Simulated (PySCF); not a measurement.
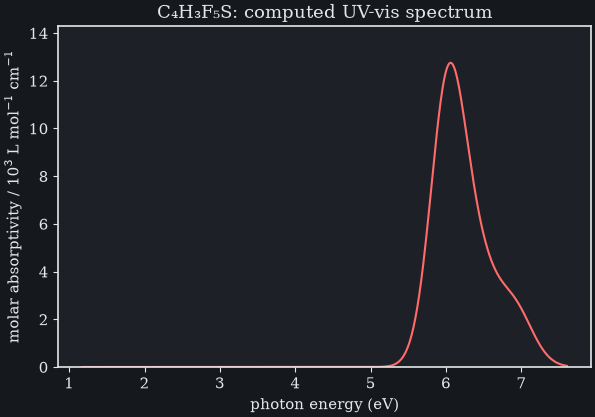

Computed absorption of C₄H₃F₅S, SMILES FC(F)(F)C(F)(F)CC=S. Vertical TDDFT excitations, PBE0/def2-SVPD with PySCF, at a GFN2-xTB geometry (no frequency check), gas phase. Only the first 6 singlet excitations are included; each is broadened by a Gaussian of 1/e half-width 0.33 eV.

### Where is the maximum of the broadened curve, and how high is it?

At about 6.1 eV (205 nm), with ε near 13000 L mol⁻¹ cm⁻¹.

### Where is the lowest singlet, and is it bright?

S1 lies at 2.38 eV (521 nm) with f = 0.000, mainly HOMO → LUMO (100 %); it is dark or nearly so.

### List the transitions behind the spectrum.

| state | E (eV) | λ (nm) | f | main character |
| --- | --- | --- | --- | --- |
| S1 | 2.38 | 521 | 0.000 | HOMO → LUMO (100 %) |
| S2 | 6.03 | 206 | 0.244 | HOMO−1 → LUMO (89 %) |
| S3 | 6.43 | 193 | 0.052 | HOMO → LUMO+1 (78 %) |
| S4 | 6.47 | 191 | 0.018 | HOMO−2 → LUMO (61 %) |
| S5 | 6.88 | 180 | 0.045 | HOMO → LUMO+2 (44 %) |
| S6 | 7.10 | 175 | 0.006 | HOMO → LUMO+4 (57 %) |

Known limits of this run: states above the negative HOMO energy depend on the basis; the tight-binding geometry is rougher than a DFT one and adds to the error; one conformer of a flexible molecule; core orbitals are frozen in the response.
